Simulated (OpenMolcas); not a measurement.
Run report: C$_{6}$H$_{12}$HgNO$_{4}$ (charge −1), single-point calculation (part 3 of 3)

The same run, continued: C$_{6}$H$_{12}$HgNO$_{4}$, charge −1; HF/def2-SV(P), RHF (OpenMolcas 26.06). The geometry comes from this level: GFN2-xTB.

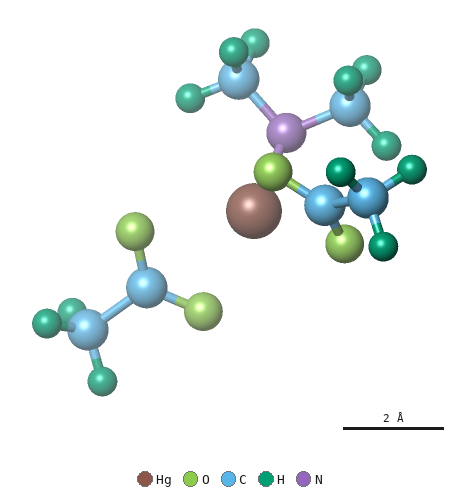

The input geometry (ball-and-stick view, seen at a tilt). Sticks mark near contacts.

**Output, continued**
```
   38   -0.4540    2.0000         18 HG1    3d1-   ( 0.179),    22 HG1    3d1+   ( 0.312),    24 HG1    3d2+   ( 0.321),   167 C17    2px    (-0.206),
                                 185 C18    2pz    (-0.212),   194 H20    1s     ( 0.165),   198 H22    1s     ( 0.169),

   39   -0.4490    2.0000         16 HG1    3d2-   (-0.432),

   40   -0.4346    2.0000         16 HG1    3d2-   (-0.159),    33 O2     2pz    (-0.183),    47 C3     2pz    ( 0.172),    61 C4     2pz    (-0.235),
                                  75 O5     2pz    (-0.161),    82 H6     1s     ( 0.220),    86 H8     1s     (-0.148),   123 C11    2pz    (-0.191),
                                 144 H13    1s     (-0.167),

   41   -0.4270    2.0000         22 HG1    3d1+   ( 0.327),    75 O5     2pz    ( 0.164),    95 O9     2pz    (-0.171),   109 C10    2pz    ( 0.167),
                                 123 C11    2pz    (-0.192),   144 H13    1s     (-0.169),

   42   -0.4245    2.0000         18 HG1    3d1-   (-0.271),    24 HG1    3d2+   ( 0.207),    95 O9     2pz    (-0.154),   109 C10    2pz    ( 0.149),
                                 123 C11    2pz    (-0.141),   137 O12    2pz    (-0.153),   157 N16    2pz    (-0.136),   167 C17    2px    (-0.148),
                                 171 C17    2pz    (-0.149),   181 C18    2px    ( 0.198),   202 H24    1s     ( 0.145),

   43   -0.4051    2.0000         16 HG1    3d2-   (-0.197),    31 O2     2py    (-0.245),    32 O2     2py    (-0.171),    45 C3     2py    (-0.202),
                                  46 C3     2py    (-0.135),    59 C4     2py    ( 0.253),    60 C4     2py    ( 0.152),    73 O5     2py    (-0.259),
                                  74 O5     2py    (-0.185),    84 H7     1s     ( 0.234),    86 H8     1s     (-0.146),

   44   -0.3996    2.0000         24 HG1    3d2+   ( 0.206),    91 O9     2px    (-0.174),    92 O9     2px    (-0.123),    93 O9     2py    (-0.188),
                                  94 O9     2py    (-0.132),   105 C10    2px    (-0.123),   107 C10    2py    (-0.164),   108 C10    2py    (-0.107),
                                 119 C11    2px    ( 0.149),   121 C11    2py    ( 0.200),   122 C11    2py    ( 0.117),   133 O12    2px    (-0.172),
                                 134 O12    2px    (-0.124),   135 O12    2py    (-0.188),   136 O12    2py    (-0.132),   146 H14    1s     ( 0.213),
                                 148 H15    1s     (-0.163),

   45   -0.3899    2.0000        169 C17    2py    ( 0.240),   171 C17    2pz    (-0.179),   183 C18    2py    (-0.278),   184 C18    2py    (-0.141),
                                 185 C18    2pz    ( 0.146),   192 H19    1s     (-0.204),   196 H21    1s     ( 0.227),   200 H23    1s     (-0.244),
                                 202 H24    1s     ( 0.207),

   46   -0.3534    2.0000        153 N16    2px    ( 0.184),   157 N16    2pz    (-0.187),   167 C17    2px    ( 0.246),   168 C17    2px    ( 0.151),
                                 171 C17    2pz    (-0.167),   181 C18    2px    ( 0.164),   185 C18    2pz    (-0.247),   186 C18    2pz    (-0.151),
                                 194 H20    1s     (-0.255),   198 H22    1s     ( 0.256),

   47   -0.3255    2.0000          2 HG1    1s     (-0.164),     3 HG1    1s     ( 0.230),     5 HG1    1s     (-0.273),     6 HG1    1s     (-0.141),
                                  29 O2     2px    (-0.208),    30 O2     2px    (-0.166),    43 C3     2px    ( 0.157),    57 C4     2px    (-0.207),
                                  71 O5     2px    (-0.229),    72 O5     2px    (-0.183),    91 O9     2px    ( 0.144),   119 C11    2px    ( 0.139),

   48   -0.2930    2.0000         29 O2     2px    (-0.262),    30 O2     2px    (-0.210),    33 O2     2pz    ( 0.260),    34 O2     2pz    ( 0.221),
                                  71 O5     2px    ( 0.236),    72 O5     2px    ( 0.189),    73 O5     2py    ( 0.132),    75 O5     2pz    ( 0.194),
                                  76 O5     2pz    ( 0.166),    93 O9     2py    ( 0.198),    94 O9     2py    ( 0.164),    95 O9     2pz    ( 0.155),
                                  96 O9     2pz    ( 0.133),   137 O12    2pz    ( 0.207),   138 O12    2pz    ( 0.175),

   49   -0.2847    2.0000         31 O2     2py    (-0.424),    32 O2     2py    (-0.365),    73 O5     2py    ( 0.379),    74 O5     2py    ( 0.330),

   50   -0.2814    2.0000         16 HG1    3d2-   ( 0.148),    24 HG1    3d2+   ( 0.130),    29 O2     2px    (-0.221),    30 O2     2px    (-0.181),
                                  43 C3     2px    ( 0.126),    56 C4     1s     (-0.150),    57 C4     2px    (-0.182),    58 C4     2px    (-0.129),
                                  71 O5     2px    (-0.252),    72 O5     2px    (-0.206),    91 O9     2px    (-0.173),    92 O9     2px    (-0.141),
                                  93 O9     2py    ( 0.183),    94 O9     2py    ( 0.154),   118 C11    1s     ( 0.173),   119 C11    2px    (-0.165),
                                 121 C11    2py    ( 0.137),   133 O12    2px    (-0.252),   134 O12    2px    (-0.204),   135 O12    2py    ( 0.146),

   51   -0.2782    2.0000         91 O9     2px    ( 0.365),    92 O9     2px    ( 0.310),    93 O9     2py    ( 0.189),   133 O12    2px    (-0.334),
                                 134 O12    2px    (-0.286),   135 O12    2py    (-0.244),   136 O12    2py    (-0.214),

   52   -0.2724    2.0000         22 HG1    3d1+   (-0.266),    29 O2     2px    (-0.188),    33 O2     2pz    ( 0.181),    34 O2     2pz    ( 0.153),
                                  71 O5     2px    ( 0.195),    72 O5     2px    ( 0.155),    93 O9     2py    (-0.306),    94 O9     2py    (-0.255),
                                 135 O12    2py    ( 0.244),   136 O12    2py    ( 0.199),   137 O12    2pz    (-0.246),   138 O12    2pz    (-0.211),

   53   -0.2412    2.0000         16 HG1    3d2-   ( 0.153),    24 HG1    3d2+   (-0.220),   152 N16    1s     (-0.289),   153 N16    2px    (-0.300),
                                 154 N16    2px    ( 0.256),   157 N16    2pz    (-0.221),   158 N16    2pz    ( 0.177),   181 C18    2px    (-0.165),

   54   -0.1673    2.0000        155 N16    2py    ( 0.377),   156 N16    2py    (-0.397),   157 N16    2pz    (-0.301),   158 N16    2pz    ( 0.306),

   55    0.2478    0.0000          6 HG1    1s     (-1.050),    56 C4     1s     ( 0.912),   118 C11    1s     ( 0.751),

   56    0.2964    0.0000         56 C4     1s     ( 1.797),   118 C11    1s     (-2.449),   147 H14    1s     ( 1.243),

   57    0.3055    0.0000         56 C4     1s     (-2.604),    85 H7     1s     ( 1.361),

   58    0.3153    0.0000         15 HG1    2pz    ( 0.812),   118 C11    1s     ( 0.984),   147 H14    1s     (-0.664),   166 C17    1s     (-1.194),
                                 193 H19    1s     ( 0.638),   197 H21    1s     ( 0.669),

   59    0.3173    0.0000         56 C4     1s     (-0.866),   118 C11    1s     (-1.432),   149 H15    1s     ( 0.919),   166 C17    1s     ( 1.411),
                                 180 C18    1s     ( 1.129),

   60    0.3324    0.0000         56 C4     1s     ( 0.629),    60 C4     2py    (-0.587),    83 H6     1s     (-0.560),    85 H7     1s     ( 0.713),
                                  87 H8     1s     (-0.999),   118 C11    1s     (-0.755),   149 H15    1s     ( 0.852),   180 C18    1s     ( 0.930),

   61    0.3404    0.0000        147 H14    1s     (-0.998),   180 C18    1s     (-1.351),   201 H23    1s     ( 0.952),

   62    0.3642    0.0000        166 C17    1s     (-1.873),   180 C18    1s     ( 1.483),   195 H20    1s     ( 1.046),

   63    0.3718    0.0000         62 C4     2pz    ( 1.332),    83 H6     1s     ( 2.094),    87 H8     1s     (-1.426),

   64    0.3744    0.0000        124 C11    2pz    ( 1.339),   145 H13    1s     (-2.021),   149 H15    1s     ( 1.350),

   65    0.3880    0.0000        180 C18    1s     (-1.091),   197 H21    1s     (-1.396),   199 H22    1s     ( 0.743),   203 H24    1s     ( 1.037),

   66    0.3986    0.0000        147 H14    1s     ( 0.915),   149 H15    1s     (-0.775),   168 C17    2px    ( 0.738),   193 H19    1s     (-1.393),
                                 195 H20    1s     ( 0.820),

   67    0.4019    0.0000         12 HG1    2py    ( 0.847),    85 H7     1s     (-0.819),    87 H8     1s     ( 0.775),   152 N16    1s     (-1.027),
                                 166 C17    1s     ( 1.442),   193 H19    1s     (-0.870),   201 H23    1s     ( 0.854),

   68    0.4057    0.0000         46 C3     2py    (-0.585),    60 C4     2py    ( 0.826),    85 H7     1s     (-1.126),    87 H8     1s     ( 0.801),
                                 166 C17    1s     (-0.731),   201 H23    1s     (-0.573),

   69    0.4120    0.0000        152 N16    1s     ( 1.148),   180 C18    1s     (-0.877),   195 H20    1s     ( 0.848),   199 H22    1s     ( 1.506),

   70    0.4283    0.0000        184 C18    2py    ( 0.909),   195 H20    1s     (-1.036),   197 H21    1s     ( 1.403),   199 H22    1s     ( 1.361),
                                 201 H23    1s     (-1.358),

   71    0.4430    0.0000        193 H19    1s     (-1.149),   203 H24    1s     ( 1.824),

   72    0.4584    0.0000          5 HG1    1s     ( 1.646),     6 HG1    1s     (-1.520),     9 HG1    2px    ( 1.012),   195 H20    1s     ( 1.503),

   73    0.4806    0.0000          5 HG1    1s     ( 1.612),     6 HG1    1s     (-1.489),     9 HG1    2px    (-0.842),   104 C10    1s     (-1.119),
                                 118 C11    1s     ( 0.865),   152 N16    1s     ( 1.163),   180 C18    1s     (-1.086),

   74    0.5164    0.0000         42 C3     1s     (-2.797),    44 C3     2px    ( 1.963),    56 C4     1s     ( 2.737),    58 C4     2px    ( 2.337),

   75    0.5191    0.0000        104 C10    1s     ( 2.404),   106 C10    2px    ( 1.244),   118 C11    1s     (-2.208),   120 C11    2px    ( 1.518),
                                 122 C11    2py    (-1.226),

   76    0.5335    0.0000          5 HG1    1s     (-1.284),     6 HG1    1s     ( 1.791),   104 C10    1s     (-1.131),   118 C11    1s     ( 1.485),
                                 152 N16    1s     ( 1.414),   172 C17    2pz    ( 0.945),   182 C18    2px    ( 0.966),

   77    0.5746    0.0000        104 C10    1s     ( 1.086),   154 N16    2px    (-0.917),   158 N16    2pz    ( 0.925),   166 C17    1s     (-0.880),
                                 170 C17    2py    ( 0.862),   172 C17    2pz    ( 1.236),   180 C18    1s     ( 1.008),   182 C18    2px    (-1.582),

   78    0.6197    0.0000         42 C3     1s     (-1.493),   104 C10    1s     (-2.883),

   79    0.6335    0.0000         42 C3     1s     (-3.290),   104 C10    1s     ( 2.049),

   80    0.6562    0.0000         28 O2     1s     ( 1.248),    48 C3     2pz    (-2.252),    70 O5     1s     (-1.539),   110 C10    2pz    ( 1.583),

   81    0.6717    0.0000         48 C3     2pz    ( 1.597),    90 O9     1s     ( 1.206),   110 C10    2pz    ( 2.231),   132 O12    1s     (-1.431),

--

++    Molecular charges:
      ------------------

      Mulliken charges per centre and basis function type
      ---------------------------------------------------

                HG1     O2      C3      C4      O5      H6      H7      H8      O9      C10     C11     O12
      1s       2.5695  3.8186  2.9955  3.1167  3.8191  0.8806  0.8761  0.8800  3.8179  2.9950  3.1162  3.8170
      2px      2.1623  1.6452  0.9237  1.0116  1.6763  0.0000  0.0000  0.0000  1.6515  0.8138  1.0481  1.6609
      2pz      2.0868  1.5036  0.7948  1.0706  1.4543  0.0000  0.0000  0.0000  1.4222  0.8062  1.0662  1.5132
      2py      2.1686  1.6137  0.6697  1.0768  1.6355  0.0000  0.0000  0.0000  1.7001  0.7707  1.0453  1.5880
      3d2+     2.0023  0.0011  0.0199  0.0109  0.0008  0.0000  0.0000  0.0000  0.0006  0.0115  0.0059  0.0014
      3d1+     2.0157  0.0055  0.0455  0.0059  0.0048  0.0000  0.0000  0.0000  0.0051  0.0444  0.0047  0.0045
      3d0      1.9861  0.0048  0.0536  0.0108  0.0059  0.0000  0.0000  0.0000  0.0067  0.0544  0.0116  0.0046
      3d1-     2.0098  0.0041  0.0369  0.0087  0.0043  0.0000  0.0000  0.0000  0.0038  0.0435  0.0090  0.0055
      3d2-     1.9931  0.0015  0.0137  0.0056  0.0011  0.0000  0.0000  0.0000  0.0005  0.0160  0.0106  0.0010
      Total   18.9942  8.5981  5.5535  6.3177  8.6021  0.8806  0.8761  0.8800  8.6085  5.5553  6.3178  8.5962

      N-E      1.0058 -0.5981  0.4465 -0.3177 -0.6021  0.1194  0.1239  0.1200 -0.6085  0.4447 -0.3178 -0.5962

                H13     H14     H15     N16     C17     C18     H19     H20     H21     H22     H23     H24
      1s       0.8827  0.8782  0.8831  3.7022  3.1099  3.1066  0.9291  0.8831  0.9423  0.8876  0.9415  0.9291
      2px      0.0000  0.0000  0.0000  1.2452  1.0632  0.8538  0.0000  0.0000  0.0000  0.0000  0.0000  0.0000
      2pz      0.0000  0.0000  0.0000  1.4121  0.9072  1.0422  0.0000  0.0000  0.0000  0.0000  0.0000  0.0000
      2py      0.0000  0.0000  0.0000  1.4773  0.9573  1.0297  0.0000  0.0000  0.0000  0.0000  0.0000  0.0000
      3d2+     0.0000  0.0000  0.0000  0.0076  0.0152  0.0144  0.0000  0.0000  0.0000  0.0000  0.0000  0.0000
      3d1+     0.0000  0.0000  0.0000  0.0029  0.0129  0.0158  0.0000  0.0000  0.0000  0.0000  0.0000  0.0000
      3d0      0.0000  0.0000  0.0000  0.0068  0.0177  0.0096  0.0000  0.0000  0.0000  0.0000  0.0000  0.0000
      3d1-     0.0000  0.0000  0.0000  0.0053  0.0131  0.0113  0.0000  0.0000  0.0000  0.0000  0.0000  0.0000
      3d2-     0.0000  0.0000  0.0000  0.0030  0.0066  0.0146  0.0000  0.0000  0.0000  0.0000  0.0000  0.0000
      Total    0.8827  0.8782  0.8831  7.8623  6.1030  6.0978  0.9291  0.8831  0.9423  0.8876  0.9415  0.9291

      N-E      0.1173  0.1218  0.1169 -0.8623 -0.1030 -0.0978  0.0709  0.1169  0.0577  0.1124  0.0585  0.0709

      Total electronic charge=  108.000000

      Total            charge=   -1.000000
--

++    Molecular properties:
      ---------------------

      Charge (e):
                      =   -1.0000
      Dipole Moment (debye):
      Origin of the operator (angstrom)=   -0.2892   -0.1548   -0.1906
                   X= -3.1333E-01               Y= -4.7463E-01               Z=  1.0017E-01           Total=  5.7748E-01
      Center of Charge (angstrom)
                     X=   -0.22398241               Y=   -0.05597853               Z=   -0.21142344
      Quadrupole Moment (debye*angstrom):
      Origin of the operator (angstrom)=   -0.2892   -0.1548   -0.1906
                  XX= -1.0505E+02              XY= -1.5238E-01              XZ= -6.3510E-01              YY= -1.0524E+02
                  YZ= -1.0421E+00              ZZ= -1.0659E+02
      In traceless form (debye*angstrom)
                  XX=  8.6915E-01              XY= -2.2857E-01              XZ= -9.5265E-01              YY=  5.7539E-01
                  YZ= -1.5631E+00              ZZ= -1.4445E+00
--

--- Stop Module: scf /rc=_RC_ALL_IS_WELL_ ---
--- Module scf spent 3 minutes 53 seconds ---

.##################.
.# Happy landing! #.
.##################.

    Timing: Wall=296.58 User=285.91 System=10.60
```

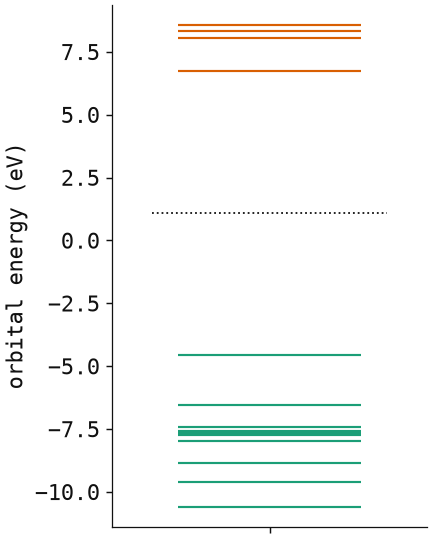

Orbital energies near the frontier; the dotted line parts filled from empty levels, and levels within 0.02 eV of each other stand side by side. Highest filled −4.55 eV, lowest empty 6.74 eV, 11.29 eV apart.

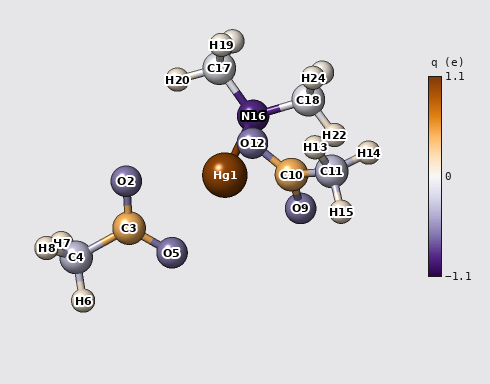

Mulliken charges, as the colour of each atom (ball-and-stick view, seen at a tilt; atoms are numbered from 1 in the order of the input). By element: Hg +1.01, O −0.61 to −0.60, C −0.32 to +0.45, H +0.06 to +0.12 and N −0.86 e.

This output came from the following input.

**Input file**
```
&GATEWAY
 BasLib=$CurrDir
 Coord=geom.xyz
 Basis=def2-SVP
 Group=NoSym

&SEWARD
 High

&SCF
 Charge=-1
 PrOrbitals=1 2
```

**File geom.xyz**
```
24

Hg    -0.331270    -0.060660    -0.293960
O     -2.443140     0.118330     0.934250
C     -3.070010    -0.232900    -0.082940
C     -4.599440    -0.280620     0.001610
O     -2.540780    -0.534150    -1.171520
H     -4.995380    -0.897130    -0.800120
H     -4.978960     0.733910    -0.101560
H     -4.900110    -0.670290     0.970350
O      1.168840    -1.801340    -1.117420
C      1.624220    -1.985860     0.028670
C      2.794270    -2.965820     0.175360
O      1.204220    -1.421620     1.056840
H      2.948700    -3.205080     1.223530
H      3.689080    -2.496700    -0.228430
H      2.586270    -3.866910    -0.395440
N      0.630040     1.797900    -0.475470
C      0.509660     2.601130     0.727930
C      2.034110     1.682200    -0.819570
H      1.079040     2.192290     1.581690
H     -0.539050     2.684720     1.014420
H      0.898790     3.611760     0.525740
H      2.147670     1.075460    -1.717660
H      2.439420     2.686090    -1.021770
H      2.643830     1.235280    -0.014490
```

Launched with:
```bash
export MOLCAS_MEM=2480
pymolcas run.input > run.log
```

**Key numbers**

| quantity | value |
| --- | --- |
| outcome | converged |
| total energy | −740.163930 hartree |
| basis functions | 203 |
| HOMO | −4.55 eV |
| LUMO | 6.74 eV |
| hardware | 1 thread of Arm Neoverse V1, 24 GiB of memory available, shared host |
| wall time | 4.9 min |
| peak memory | 0.27 GiB |
